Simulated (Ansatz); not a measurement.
Input file:

```
crystal:
  periodic: [false, false, false]
  atoms:
    - {symbol: C, position_ang: [0.665311, 1.621027, 0.783660]}
    - {symbol: C, position_ang: [-2.734683, -2.187965, -0.381563]}
    - {symbol: O, position_ang: [-1.980403, 0.564320, 0.189895]}
    - {symbol: Si, position_ang: [-0.975599, 0.996056, 1.441045]}
    - {symbol: Si, position_ang: [-2.304438, -0.490761, -1.052388]}
    - {symbol: H, position_ang: [1.184700, 0.838487, 0.207363]}
    - {symbol: H, position_ang: [1.324496, 1.928464, 1.612416]}
    - {symbol: H, position_ang: [0.516903, 2.490275, 0.123146]}
    - {symbol: H, position_ang: [-0.748898, -0.185382, 2.329601]}
    - {symbol: H, position_ang: [-1.660637, 2.060554, 2.226412]}
    - {symbol: H, position_ang: [-3.445332, 0.064559, -1.832876]}
    - {symbol: H, position_ang: [-1.111395, -0.587669, -1.948941]}
    - {symbol: H, position_ang: [-3.610797, -2.135248, 0.284440]}
    - {symbol: H, position_ang: [-1.894433, -2.611608, 0.191817]}
    - {symbol: H, position_ang: [-2.970675, -2.882925, -1.204493]}
basis:
  gaussian: {orbitals: def2-SVPD}
hamiltonian: {xc: pbe0}
output: {forces: true, orbitals: {seedname: orbitals}}
```

Run with:

```sh
ansatz run input.yaml --threads 2 --pin off --max-ram 4350MiB --events-out events.jsonl --progress --plain --runs-dir runs
```

Geometry: B3LYP-D3(BJ)/def2-SVP.

Theory: isolated molecule in a Gaussian basis; Kohn-Sham density functional theory, functional PBE0 (Ansatz).

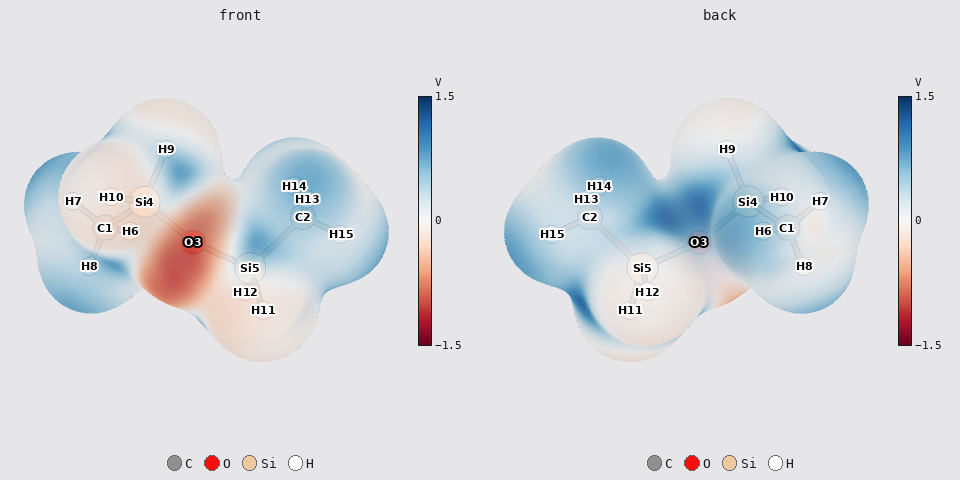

C2H10OSi2 (SMILES C[SiH2]O[SiH2]C). The electrostatic potential painted on the density surface at 0.002 e/bohr³, seen from the front and from behind; red is negative and blue positive.

> Describe the electrostatic potential map.

The most negative region (about −1.0 V) lies over O3, the most positive (about +1.2 V) over Si4 and Si5.
